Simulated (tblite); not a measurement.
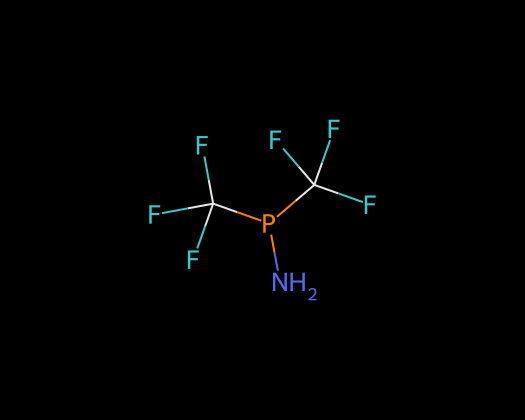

Simulated data, not a measurement (program: tblite).

A structural formula.

Give its SMILES.

NP(C(F)(F)F)C(F)(F)F

What is the molecular formula?

C2H2F6NP.
